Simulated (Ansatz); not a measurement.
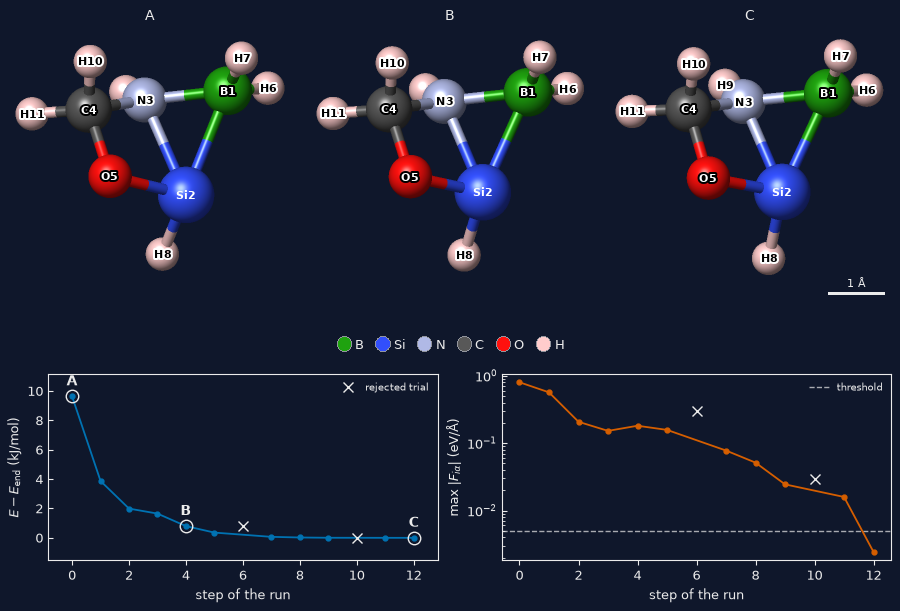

Frames of a relaxation of CH$_{6}$BNOSi, marked on the history of the run. Style: ball-and-stick. Shown at a tilt.

The start comes from PBE-D4/def2-SVP.

Theory: RKS PBE0-D4/def2-TZVP (Ansatz 0.2.0).

Input
```yaml
crystal:
  periodic: [false, false, false]
  atoms:
    - {symbol: B, position_ang: [-1.442318, 0.126130, 0.230285]}
    - {symbol: Si, position_ang: [-0.171589, -1.450895, -0.040038]}
    - {symbol: N, position_ang: [0.047085, 0.446852, 0.497803]}
    - {symbol: C, position_ang: [0.998954, 0.511217, -0.647938]}
    - {symbol: O, position_ang: [0.969747, -0.790723, -1.191249]}
    - {symbol: H, position_ang: [-2.092979, 0.019015, 1.253705]}
    - {symbol: H, position_ang: [-1.913949, 0.531839, -0.816749]}
    - {symbol: H, position_ang: [0.613836, -2.263078, 0.979068]}
    - {symbol: H, position_ang: [0.373048, 0.758818, 1.417000]}
    - {symbol: H, position_ang: [0.669732, 1.274446, -1.391029]}
    - {symbol: H, position_ang: [2.013834, 0.779479, -0.270258]}
basis:
  gaussian: {orbitals: def2-TZVP}
hamiltonian: {xc: pbe0, dispersion: d4}
relax: {f_tol: 0.005, max_steps: 150}
```

Launched with:
```bash
ansatz run in.yaml --threads 4 --pin off --events-out ev --progress --plain --max-ram 10444MiB
```

Describe the path.

Answer. The largest move after the best rigid fit is that of H8, 0.16 Å. By element the largest moves are H 0.16 Å, Si 0.10 Å, O 0.08 Å, B 0.05 Å, N 0.04 Å, C 0.02 Å. Near-neighbour distances that change, for instance: Si2–N3 1.985 → 1.885 Å, B1–Si2 2.043 → 1.975 Å, Si2–O5 1.750 → 1.695 Å, B1–N3 1.547 → 1.588 Å. Among the angles between lasting bonds that change: N3–Si2–H8 105.8° → 115.5°, Si2–N3–H9 124.7° → 132.9°, Si2–B1–H7 112.6° → 118.8°. After 10 accepted moves (12 points after the start) the energy has fallen by 9.64 kJ/mol. Largest force component: 0.8 eV/Å at the start, 0.0024 eV/Å at the end. The line search rejected the trial steps at points 6, 10 of the run. Cost: 37 s on 4 threads of Arm Neoverse V2, with other jobs on the host. From step 0 to 4: Si2 moves most (0.08 Å), energy −8.84 kJ/mol. From step 4 to 12: H8 moves most (0.11 Å), energy −0.80 kJ/mol.

| step | E − E(0), kJ/mol | largest force component, eV/Å | note |
| --- | --- | --- | --- |
| 0 | 0.00 | 0.7997 |  |
| 1 | -5.76 | 0.5668 |  |
| 2 | -7.64 | 0.2073 |  |
| 3 | -7.99 | 0.1520 |  |
| 4 | -8.84 | 0.1811 |  |
| 5 | -9.28 | 0.1572 |  |
| 6 | -8.81 | 0.2955 | rejected |
| 7 | -9.57 | 0.0776 |  |
| 8 | -9.61 | 0.0514 |  |
| 9 | -9.63 | 0.0245 |  |
| 10 | -9.63 | 0.0296 | rejected |
| 11 | -9.64 | 0.0159 |  |
| 12 | -9.64 | 0.0024 |  |
